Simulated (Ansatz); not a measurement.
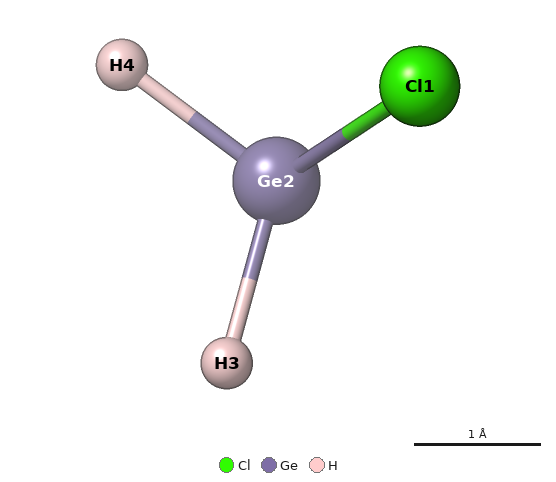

Orthographic view. Distant atoms are faded towards the background colour. State: neutral, doublet. The computed structure is the end point of a PBE0-D4/def2-TZVP optimisation. No frequency run is at hand to confirm it as a minimum.

Write a Z-matrix (Å, degrees) in the order of the atom numbers, with these reference atoms: 2 to 1; 3 to 2, 1; 4 to 2, 3, 1.

```
Cl 
Ge   1   2.155
H    2   1.546   1   106.8
H    2   1.546   3   112.3   1  -116.8
```
